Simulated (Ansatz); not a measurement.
**AlBrF₂ with the probe K+: a probe moved round a molecule**

How does the energy of AlBrF₂ (SMILES [F][Al]([F])[Br]) with the probe K+ change over two coordinates at once? A grid of runs gives the map.

Computed with Ansatz 0.2.0. Level: RKS SPW92 (LDA)/def2-SVP.

### 1 The starting structure

SMILES `[F][Al]([F])[Br]`, 4 atoms, charge 0, spin multiplicity 1.

Atoms are counted from 1 here; the program's logs count them from 0.

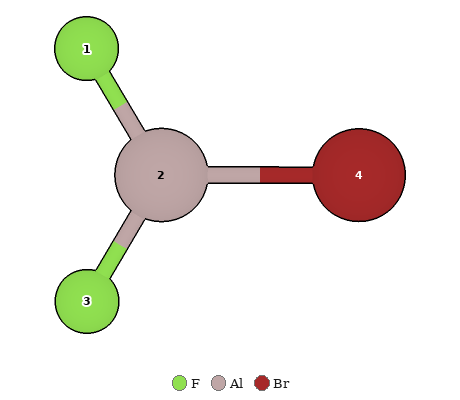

Start geometry, drawn with fluorine green, aluminium light grey, bromine red; atoms are numbered from 1 in the order of the file.

Geometry (Å):

```xyz
4

F     1.1223    0.6223    1.1698
Al    0.1058   -0.0892    0.0623
F     0.2266   -1.7257   -0.2085
Br   -1.3991    1.1322   -1.0438
```

### 2 Geometry optimisation

input.yaml

```yaml
crystal:
  periodic: [false, false, false]
  atoms:
    - { symbol: F, position_ang: [1.122294, 0.622336, 1.169799] }
    - { symbol: Al, position_ang: [0.105762, -0.089157, 0.062323] }
    - { symbol: F, position_ang: [0.226627, -1.725707, -0.208538] }
    - { symbol: Br, position_ang: [-1.399082, 1.132228, -1.043785] }
basis:
  gaussian: { orbitals: def2-SVP }
hamiltonian:
  xc: lda
output:
  forces: true
relax:
  f_tol: 0.003
  max_steps: 120
```

Command:

```bash
$ ansatz run input.yaml --threads 1 --pin off --max-ram 2560MiB --backend cpu --events-out ev --progress --plain --runs-dir out
```

The log of the run, cut to the lines that bear on the results:

```text
Warning: RAYON_NUM_THREADS=1 ignored (pool sized by the plan → 1); use --threads N
[...]
Functional definition: SPW92
[...]
834 factors; their error is unknown
[...]
mean field -81907.73061604 eV, -3010.0535810856 hartree, gradient 4.9e-5 eV, S^2 0.000000; 0 other end points of the search recorded, 0 dependent functions left out
[...]
reference -81907.73064950 eV, -3010.0535823153 hartree; 33, 33 occupied and 45, 45 virtual orbitals, 834 factors
relax step   1: F+E_penalty+E_count = -81907.73061604 eV  Δ(F+E_penalty+E_count) = +0.000e0 eV  max|allowed force component| = 5.859e-1 eV/Å  Δτ_max = 0.0000 Å  (24 SCF iters, accepted)
[...]
relax step   4: F+E_penalty+E_count = -81907.74766691 eV  Δ(F+E_penalty+E_count) = -2.140e-6 eV  max|allowed force component| = 1.769e-2 eV/Å  Δτ_max = 0.0044 Å  (25 SCF iters, accepted)
[...]
relax step   5: F+E_penalty+E_count = -81907.74770759 eV  Δ(F+E_penalty+E_count) = -4.068e-5 eV  max|allowed force component| = 8.998e-4 eV/Å  Δτ_max = 0.0028 Å  (25 SCF iters, accepted)
834 factors; their error is unknown
mean field -81907.74770759 eV, -3010.0542091883 hartree, gradient 5.1e-5 eV, S^2 0.000000; 1 other end points of the search recorded, 0 dependent functions left out
[...]
reference -81907.74774106 eV, -3010.0542104185 hartree; 33, 33 occupied and 45, 45 virtual orbitals, 834 factors
Total energy: -81907.74774106 eV, -3010.0542104185 hartree
Atom 0 at     1.110573     0.609690     1.155875 Å, force     0.000242    -0.000221     0.000287 eV/Å
Atom 1 at     0.101446    -0.086226     0.059354 Å, force    -0.000837     0.000822    -0.000900 eV/Å
Atom 2 at     0.228411    -1.705018    -0.202164 Å, force     0.000218    -0.000248     0.000259 eV/Å
Atom 3 at    -1.384829     1.121253    -1.033266 Å, force     0.000377    -0.000353     0.000354 eV/Å
Dipole moment:    -0.100017     0.081210    -0.073447 e Å
```

Wall time 6.6 s (1 thread of Arm Neoverse V2, shared host); peak memory 0.12 GiB.

Along the way:

```
step  energy from step 1 (eV)  largest force component (eV/Å)
   1                   0.0000                          0.5859
   2                  -0.0136                          0.3205
   3                  -0.0170                          0.0095
   4                  -0.0171                          0.0177
   5                  -0.0171                          0.0009
```

Distances of close pairs at the start and the end, largest changes first:

```csv
bond,before (Å),after (Å),change (Å)
Al2–Br4,2.232,2.205,-0.027
Al2–F3,1.663,1.645,-0.019
F1–Al2,1.663,1.645,-0.018
```

### 3 The part K+ alone, at the geometry typed

input.yaml

```yaml
crystal:
  periodic: [false, false, false]
  atoms:
    - { symbol: K, position_ang: [0.0, 0.0, 0.0] }
total_charge: 1
basis:
  gaussian: { orbitals: def2-SVP }
hamiltonian:
  xc: lda
```

Command:

```bash
$ ansatz run input.yaml --threads 1 --pin off --max-ram 2560MiB --backend cpu --events-out ev --progress --plain --runs-dir out
```

The log of the run:

```text
Warning: RAYON_NUM_THREADS=1 ignored (pool sized by the plan → 1); use --threads N
Engine: ansatz 0.2.0, aarch64-unknown-linux-gnu
Functional definition: SPW92
  exchange = slater_x
  correlation = pw_c
231 factors; their error is unknown
mean field evaluation 1: about -16270.4529 eV, gradient 2.9e-2 eV
mean field evaluation 2: about -16270.4168 eV, gradient 5.0e-2 eV
mean field evaluation 4: about -16270.4168 eV, gradient 9.8e-5 eV
mean field evaluation 8: about -16270.4168 eV, gradient 1.2e-6 eV
mean field -16270.41678218 eV, -597.9267882604 hartree, gradient 1.2e-6 eV, S^2 0.000000; 0 other end points of the search recorded, 0 dependent functions left out
reference -16270.41679771 eV, -597.9267888311 hartree; 9, 9 occupied and 15, 15 virtual orbitals, 231 factors
Total energy: -16270.41679771 eV, -597.9267888311 hartree
```

Run time: 0.21 s. Hardware: 1 thread of Arm Neoverse V2, shared host; peak memory 0.071 GiB.

### 4 The grid

The probe is moved over the molecule's main plane (x and y are the axes of that plane, centred on the molecule).

The axes are (1) x of the probe's K atom: 19 values from −5.4 Å; (2) y of the probe's K atom: 17 values from −4.8 Å.

Nothing else is relaxed (molecule and probe rigid). Energies count from molecule and probe far apart, each relaxed in its own basis (no counterpoise correction). Points are written as (first, second).

The probe K+ moves over a plane: the molecule's main plane. The molecule is turned into the frame of its main axes, as the inputs below show.

Of the runs on the grid, 1 are shown in the steps below; the others differ only in the two coordinates.

### 5 The run at (1.8 Å, −3.6 Å)

input.yaml

```yaml
crystal:
  periodic: [false, false, false]
  atoms:
    - { symbol: F, position_ang: [0.972461, 1.412477, -1.5e-05] }
    - { symbol: Al, position_ang: [0.129902, 0.0, 4.1e-05] }
    - { symbol: F, position_ang: [0.972465, -1.412475, -1.5e-05] }
    - { symbol: Br, position_ang: [-2.074828, -2.0e-06, -1.1e-05] }
    - { symbol: K, position_ang: [1.8, -3.6, 0.0] }
total_charge: 1
basis:
  gaussian: { orbitals: def2-SVP }
hamiltonian:
  xc: lda
output:
  forces: true
```

Command:

```bash
$ ansatz run input.yaml --threads 1 --pin off --max-ram 2560MiB --backend cpu --events-out ev --progress --plain --runs-dir out
```

The log of the run, cut to the lines that bear on the results:

```text
Warning: RAYON_NUM_THREADS=1 ignored (pool sized by the plan → 1); use --threads N
[...]
Functional definition: SPW92
[...]
1110 factors; their error is unknown
[...]
mean field -98178.90010340 eV, -3608.0080307512 hartree, gradient 1.3e-5 eV, S^2 0.000000; 0 other end points of the search recorded, 0 dependent functions left out
[...]
reference -98178.90019918 eV, -3608.0080342711 hartree; 42, 42 occupied and 60, 60 virtual orbitals, 1110 factors
Total energy: -98178.90019918 eV, -3608.0080342711 hartree
Atom 0 at     0.972461     1.412477    -0.000015 Å, force     0.106305    -0.388465     0.000083 eV/Å
Atom 1 at     0.129902     0.000000     0.000041 Å, force    -1.136352     1.738224    -0.000190 eV/Å
Atom 2 at     0.972465    -1.412475    -0.000015 Å, force     0.539917    -0.849081     0.000052 eV/Å
Atom 3 at    -2.074828    -0.000002    -0.000011 Å, force     0.334834    -0.182552     0.000068 eV/Å
Atom 4 at     1.800000    -3.600000     0.000000 Å, force     0.155297    -0.318127    -0.000014 eV/Å
Dipole moment:     1.609062    -2.443511     0.000064 e Å
```

Wall time 2.5 s (1 thread of Arm Neoverse V2, shared host); peak memory 0.14 GiB.

Energy on the map's scale: −17.0 kcal/mol.

### 6 Energy over the grid

108 points were computed, 101 more follow by symmetry, and 114 have no value (skipped by design, atoms too close, or no result). Energies in kcal/mol, from molecule and probe far apart, each relaxed in its own basis (no counterpoise correction); the table lists every other line.

```csv
"y of the probe's K atom (Å) ↓, x of the probe's K atom (Å) →",−5.4,−4.2,−3.0,−1.8,−0.6,0.6,1.8,3.0,4.2,5.4
4.8,−0.5,−1.4,−2.4,−3.8,−6.1,−8.5,−8.6,−6.1,−3.5,−2.0
3.6,−1.5,−3.7,−6.3,−9.1,−13.5,−13.0,−17.0,−13.2,−6.3,−2.8
2.4,−3.0,−6.4,–,–,–,–,–,−14.5,−9.0,−3.5
1.2,−4.4,–,–,–,–,–,–,–,−9.4,−3.6
0.0,−4.6,–,–,–,–,–,–,−8.4,−8.8,−3.4
−1.2,−4.4,–,–,–,–,–,–,–,−9.4,−3.6
−2.4,−3.0,−6.4,–,–,–,–,–,−14.5,−9.0,−3.5
−3.6,−1.5,−3.7,−6.3,−9.1,−13.5,−13.0,−17.0,−13.2,−6.3,−2.8
−4.8,−0.5,−1.4,−2.4,−3.8,−6.1,−8.5,−8.6,−6.1,−3.5,−2.0
```

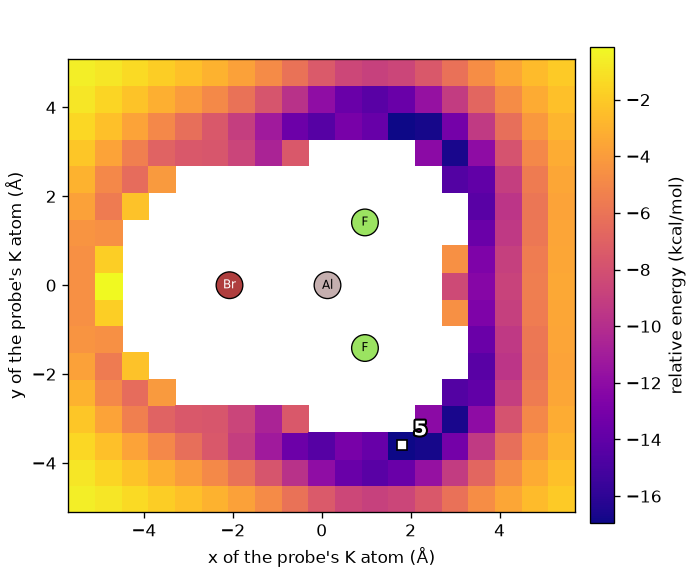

The map; numbers mark the steps of this session that print a point's run. Drawn: one coloured cell a grid point, labelled circles for the molecule's atoms, projected on the plane, blanks where no value was computed.

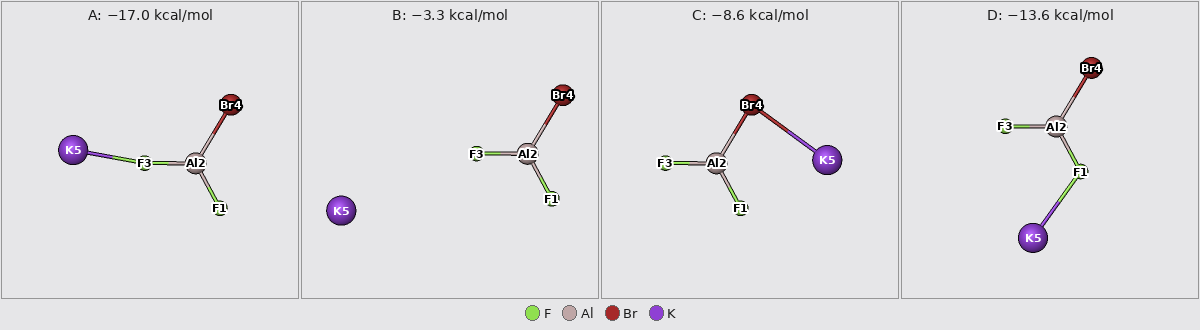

Structures on the grid, at one scale: A at (1.8 Å, −3.6 Å); B at (4.8 Å, −4.2 Å); C at (−1.8 Å, 3.0 Å); D at (3.6 Å, 1.2 Å).

On the same grid, charge on the probe (e):

| y of the probe's K atom (Å) ↓, x of the probe's K atom (Å) → | −5.4 | −4.2 | −3.0 | −1.8 | −0.6 | 0.6 | 1.8 | 3.0 | 4.2 | 5.4 |
| --- | --- | --- | --- | --- | --- | --- | --- | --- | --- | --- |
| 4.8 | 0.994 | 0.984 | 0.972 | 0.960 | 0.948 | 0.944 | 0.954 | 0.975 | 0.992 | 0.998 |
| 3.6 | 0.978 | 0.944 | 0.904 | 0.854 | 0.838 | 0.864 | 0.889 | 0.925 | 0.973 | 0.995 |
| 2.4 | 0.949 | 0.896 | – | – | – | – | – | 0.886 | 0.946 | 0.990 |
| 1.2 | 0.923 | – | – | – | – | – | – | – | 0.924 | 0.987 |
| 0.0 | 0.914 | – | – | – | – | – | – | 0.855 | 0.912 | 0.987 |
| −1.2 | 0.923 | – | – | – | – | – | – | – | 0.924 | 0.987 |
| −2.4 | 0.949 | 0.896 | – | – | – | – | – | 0.886 | 0.946 | 0.990 |
| −3.6 | 0.978 | 0.944 | 0.904 | 0.854 | 0.838 | 0.864 | 0.889 | 0.925 | 0.973 | 0.995 |
| −4.8 | 0.994 | 0.984 | 0.972 | 0.960 | 0.948 | 0.944 | 0.954 | 0.975 | 0.992 | 0.998 |

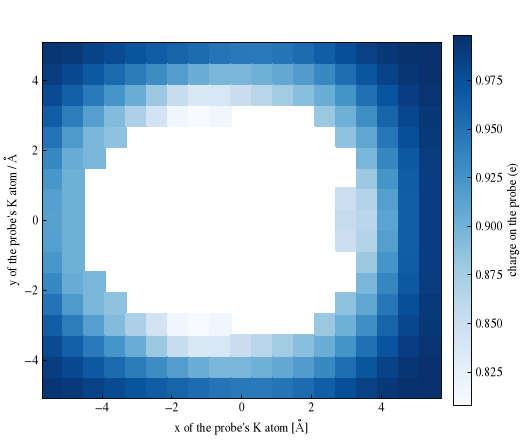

The charge on the probe over the grid. Drawn: one coloured cell a grid point, blanks where no value was computed.

On the same grid, largest force on an atom (eV/Å):

| y of the probe's K atom (Å) ↓, x of the probe's K atom (Å) → | −5.4 | −4.2 | −3.0 | −1.8 | −0.6 | 0.6 | 1.8 | 3.0 | 4.2 | 5.4 |
| --- | --- | --- | --- | --- | --- | --- | --- | --- | --- | --- |
| 4.8 | 0.49 | 0.58 | 0.67 | 0.76 | 0.96 | 1.16 | 1.14 | 0.93 | 0.70 | 0.53 |
| 3.6 | 0.69 | 0.91 | 1.08 | 1.26 | 1.70 | 2.19 | 2.08 | 1.53 | 1.02 | 0.68 |
| 2.4 | 0.96 | 1.36 | – | – | – | – | – | 2.36 | 1.37 | 0.84 |
| 1.2 | 1.21 | – | – | – | – | – | – | – | 1.61 | 0.94 |
| 0.0 | 1.32 | – | – | – | – | – | – | 3.50 | 1.67 | 0.97 |
| −1.2 | 1.21 | – | – | – | – | – | – | – | 1.61 | 0.94 |
| −2.4 | 0.96 | 1.36 | – | – | – | – | – | 2.36 | 1.37 | 0.84 |
| −3.6 | 0.69 | 0.91 | 1.08 | 1.26 | 1.70 | 2.19 | 2.08 | 1.53 | 1.02 | 0.68 |
| −4.8 | 0.49 | 0.58 | 0.67 | 0.76 | 0.96 | 1.16 | 1.14 | 0.93 | 0.70 | 0.53 |

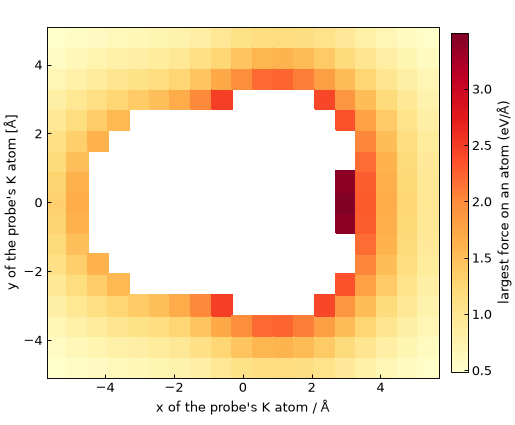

The largest force on an atom over the grid. In the figure: one coloured cell a grid point, blanks where no value was computed.

### 7 Summary of results

```
                                            quantity                                                                             value
                                        lowest point                           (1.8 Å, −3.6 Å) [nearest 1 F at 2.34 Å], −17.0 kcal/mol
highest computed point (blank points may lie higher)                                   (−4.8 Å, 0.0 Å), 16.8 kcal/mol above the lowest
                             charge on the probe (e)  0.808 at (−1.2 Å, −3.0 Å) to 0.998 at (5.4 Å, −4.8 Å); 0.889 at the lowest point
                     largest force on an atom (eV/Å)      0.49 at (−5.4 Å, −4.8 Å) to 3.50 at (3.0 Å, 0.0 Å); 2.08 at the lowest point
                             time for the whole task                                                  4.4 min on 1 thread, shared host
```

What this shows: The lowest computed point is at (1.8 Å, −3.6 Å) [nearest 1 F at 2.34 Å], −17.0 kcal/mol from molecule and probe far apart, each relaxed in its own basis (no counterpoise correction). The grid is coarse, so the lowest point of the scanned range may lie between grid points; coordinates that were held can hide deeper minima. The highest computed point, (−4.8 Å, 0.0 Å) [nearest 1 Br at 2.73 Å], lies 16.8 kcal/mol above the lowest. No counterpoise correction was made, so wells between separate parts tend to come out somewhat too deep.
